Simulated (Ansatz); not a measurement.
```tsv
atom	x (Å)	y (Å)	z (Å)
Si	-0.6575	-0.0345	-0.2148
N	0.3812	1.0107	0.7956
N	0.5588	-1.2024	-0.5617
H	1.4226	-0.6716	-0.4519
H	-1.1672	0.8510	-1.3102
H	-1.8503	-0.6733	0.4219
H	0.1019	1.9858	0.8926
H	0.6253	0.6419	1.7148
H	0.5852	-1.9078	-1.2861
```

Not at a stationary point (largest force 1.0 eV/Å).

These are results of Ansatz, RKS B3LYP-D4/def2-SVP, not measurements.

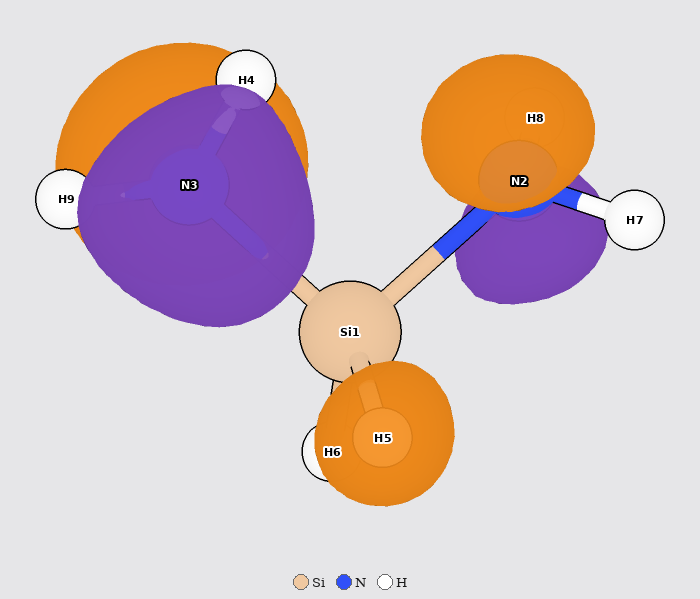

H6N2Si. The HOMO at ±0.15 Å⁻³ᐟ² (orange and purple are the two phases), seen across its widest extent.

Where does this orbital lie, and at what energy?

Answer. By Hirshfeld shares it lies mainly on N3 (about 60 %) and N2 (about 15 %). Its energy is −6.68 eV.
